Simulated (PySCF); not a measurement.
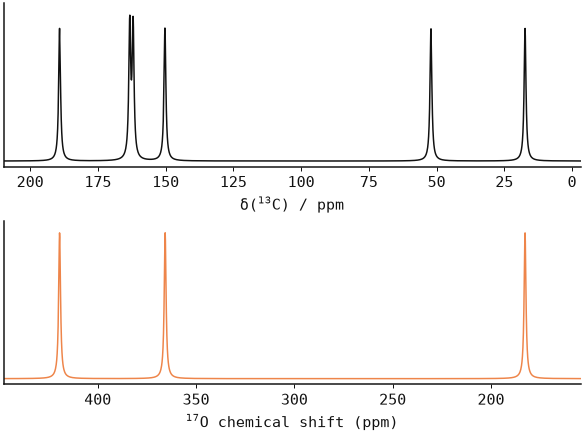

GIAO shifts, mPW1PW91/pcSseg-1, PySCF 2.14.0, at a PBE0-D3(BJ)/def2-SVP geometry (no frequency check), against TMS for ¹³C and H₂O for ¹⁷O computed at the same level (¹⁷O: a single water molecule, while the usual scale starts at liquid water and gives values some tens of ppm lower). Gas phase, fully decoupled, line heights follow the number of nuclei, widths are arbitrary (no quadrupolar broadening); values of one conformer, averaged over methyl-type rotors and exact or near symmetry; other conformers aren't averaged in.

Which molecule was computed?
A. C₇H₉OP, SMILES C#C[P@@](=O)(C=C)/C=C/C
B. C₇H₉ClO, SMILES C=C[C@@H]1C[C@@]1(C)C(=O)Cl
C. C₆H₇O₃P, SMILES COC(=O)c1ocpc1C

C. Its ¹³C signals: 189.1 (1 C), 163.3 (1 C), 162.0 (1 C), 150.3 (1 C), 52.1 (1 C), 17.4 (1 C) ppm. Its ¹⁷O signals: 419.4 (1 O), 365.7 (1 O), 182.7 (1 O) ppm.
